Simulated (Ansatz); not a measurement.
## Electronic structure of AlF₂H₄Si₂ (charge +1) in real space

| atom | x (Å) | y (Å) | z (Å) |
| --- | --- | --- | --- |
| Al | 0.5899 | 1.9704 | 2.0149 |
| F | 0.1266 | 3.4428 | 0.7132 |
| F | -1.2823 | 2.6116 | 2.4158 |
| Si | -1.5211 | 2.7861 | 0.6662 |
| Si | -0.6342 | 0.6060 | 0.3357 |
| H | -2.4375 | 3.9441 | 0.4733 |
| H | -0.1017 | 0.4604 | -1.0499 |
| H | -1.6124 | -0.4308 | 0.7752 |
| H | 1.6568 | 2.3582 | 3.0871 |

Geometry: BLYP-D3(BJ)/def2-SVP.

Theory: Ansatz 0.2.0, isolated molecule in a Gaussian basis; Kohn-Sham density functional theory, functional PBE0.

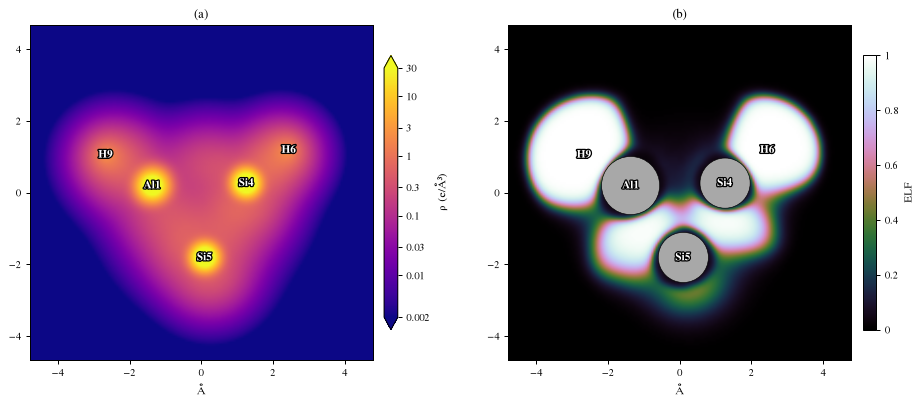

Figure 1. (a) total electron density; (b) electron localisation function on the plane of atoms Si5, Si4 and H6. Grey discs cover the atomic cores in the ELF map.

Question: What do the fields say about this system?

Answer:
- The section cuts through Al, Si and H sites.
- Si–Si (2.38 Å): ρ is about 0.57 e/Å³ halfway; the ELF peaks at about 0.95 between the atoms: a shared electron pair.
- Al–Si (2.49 Å): the density is about 0.48 e/Å³ at the midpoint; the ELF peaks at about 0.95 between the atoms, as expected for a covalent bond.
- Si–H (1.49 Å): ρ is about 0.87 e/Å³ halfway; the ELF climbs to about 1 towards the hydrogen, as it does in any bond to H.
- Al–Si (2.63 Å): ρ is about 0.23 e/Å³ halfway; the ELF is about 0.15 at the midpoint.
- Al–H (1.56 Å): ρ at the midpoint is about 0.61 e/Å³; the ELF climbs to about 1 towards the hydrogen.

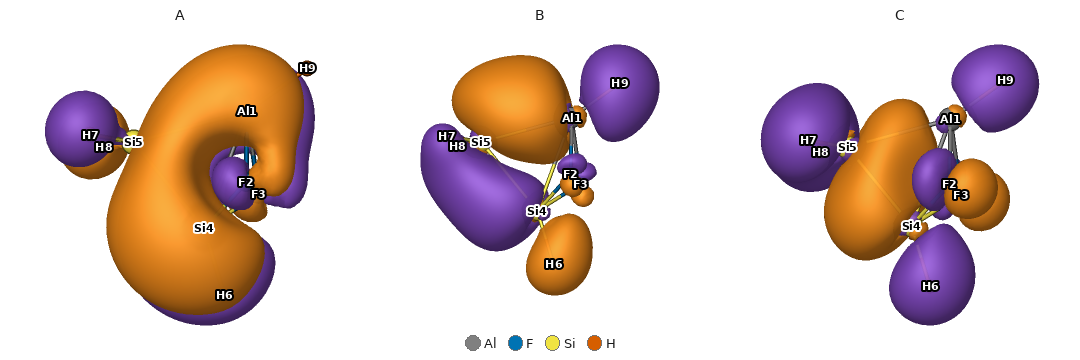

Figure 2. Three frontier orbitals at ±0.06 Å⁻³ᐟ² (orange and purple are the two phases), in no order.

Question: Order the three orbitals by energy and name them.

Answer: C is the HOMO−1 (−14.18 eV). By Hirshfeld shares it lies mainly on Si5 (about 30 %), Si4 (about 25 %), F3 (about 5 %), F2 (about 5 %), H8 (about 5 %) and H7 (about 5 %). B is the HOMO (−12.63 eV). By Hirshfeld shares it lies mainly on Si5 (about 40 %), Al1 (about 25 %), Si4 (about 20 %) and H9 (about 10 %). A is the LUMO (−6.72 eV). Its weight (Hirshfeld) is mainly on Si4 (about 50 %), Al1 (about 15 %) and Si5 (about 15 %).

Question: What is the HOMO–LUMO gap?

Answer: 5.91 eV between the orbital energies.

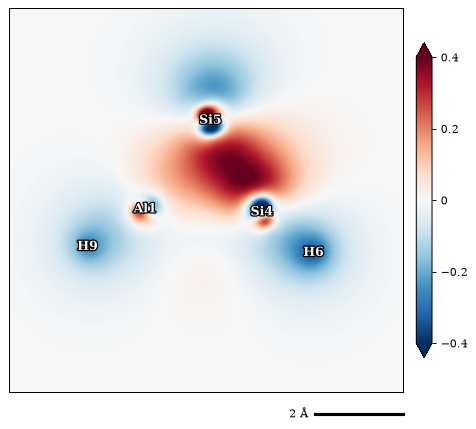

Figure 3. The HOMO−1 on the plane of atoms Al1, Si5 and Si4 (values in Å⁻³ᐟ²; the overall sign is arbitrary).

Question: Describe this orbital and give its energy.

Answer: Its weight (Hirshfeld) is mainly on Si5 (about 30 %), Si4 (about 25 %), F3 (about 5 %), F2 (about 5 %), H8 (about 5 %) and H7 (about 5 %). Its energy is −14.18 eV.
